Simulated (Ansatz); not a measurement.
The figure comes from a scan of BN (h-BN type, space group P6_3/mmc): one B atom of a 4-atom cell moves by u along (1.00, 0.00, 0.00) and v along (0.00, 0.00, 1.00). All values below come from r2SCAN+rVV10 (plane waves to 500 eV, PAW, scalar-relativistic; Ansatz, a quantum-chemistry and plane-wave program). k mesh 12×12×4 (Γ-centred), Fermi-Dirac smearing 0.05 eV. Points where atoms come too close for the PAW data are left out (x in tables, blank in figures). Fu and Fv are the components of the force on the atom. BN was relaxed with its symmetry unable to fall. 

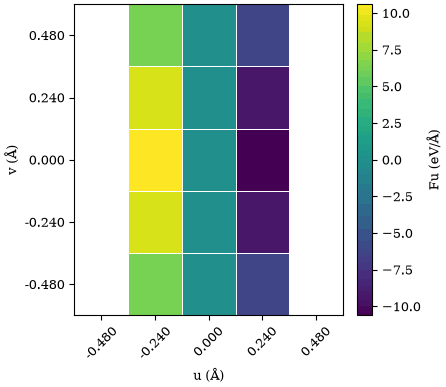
*Fu (eV/Å), one tile a computed point.*

**Question.** Read the plotted values off the figure, to the accuracy that the plot allows.

**Answer.** To the nearest 2:

Fu (eV/Å), with u across and v down:

```tsv
v \ u	-0.480	-0.240	0.000	0.240	0.480
-0.480	x	6	0	-6	x
-0.240	x	10	0	-10	x
0.000	x	10	0	-10	x
0.240	x	10	0	-10	x
0.480	x	6	0	-6	x
```

(A displaced cell: forces are minus the slopes of the energy, force constants its curvatures, and phonons follow from these.)
